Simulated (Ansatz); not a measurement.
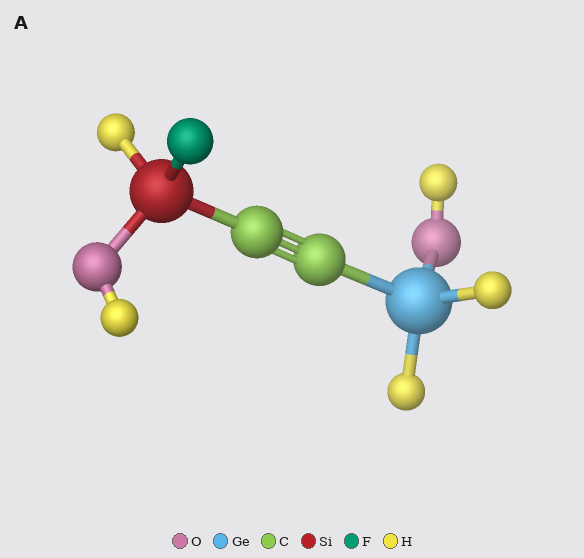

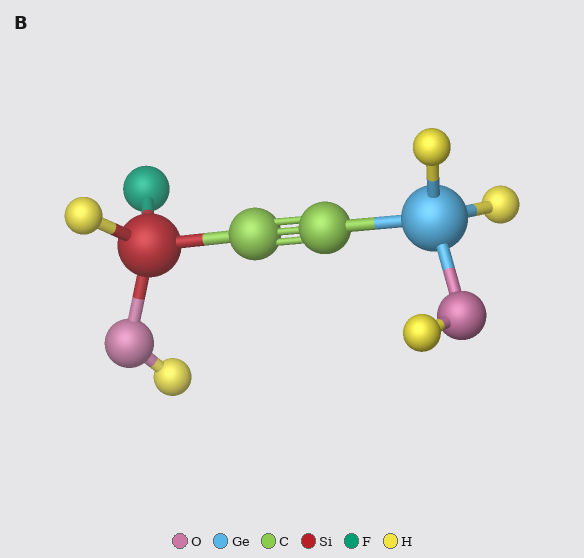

2 stationary structures of one formula. Geometries: PBE0-D4/def2-TZVP. Electronic energies: CCSD(T)/CBS (MP2 limit from def2-TZVPP and def2-QZVPP plus CCSD(T) − MP2) (Ansatz 0.2.0), without zero-point energy. No frequency run is at hand to confirm each as a minimum.

**Rank them by energy, lowest first.**

B is lowest; A lies 0.004 eV above it. A is `[OH][GeH2][C]#C[Si@@H](O)F`, B is `[OH][GeH2][C]#C[Si@H](O)F`.

Give E(B) − E(A) in eV at these levels too: RHF-MP2 (frozen core)/def2-QZVPP; PBE0-D4/def2-TZVPP; ωB97X-V/def2-TZVPP; PBE0-D4/def2-TZVP; ωB97M-V/def2-TZVPP; RHF-CCSD(T) (frozen core)/def2-TZVPP; B3LYP-D4/def2-TZVPP; CCSD(T)/CBS (MP2 limit from def2-TZVPP and def2-QZVPP plus CCSD(T) − MP2).

```json
{"level": "RHF-MP2 (frozen core)/def2-QZVPP", "E(B) − E(A) (eV)": "−0.004"}
{"level": "PBE0-D4/def2-TZVPP", "E(B) − E(A) (eV)": "−0.004"}
{"level": "ωB97X-V/def2-TZVPP", "E(B) − E(A) (eV)": "−0.005"}
{"level": "PBE0-D4/def2-TZVP", "E(B) − E(A) (eV)": "−0.005"}
{"level": "ωB97M-V/def2-TZVPP", "E(B) − E(A) (eV)": "−0.005"}
{"level": "RHF-CCSD(T) (frozen core)/def2-TZVPP", "E(B) − E(A) (eV)": "−0.005"}
{"level": "B3LYP-D4/def2-TZVPP", "E(B) − E(A) (eV)": "−0.004"}
{"level": "CCSD(T)/CBS (MP2 limit from def2-TZVPP and def2-QZVPP plus CCSD(T) − MP2)", "E(B) − E(A) (eV)": "−0.004"}
```
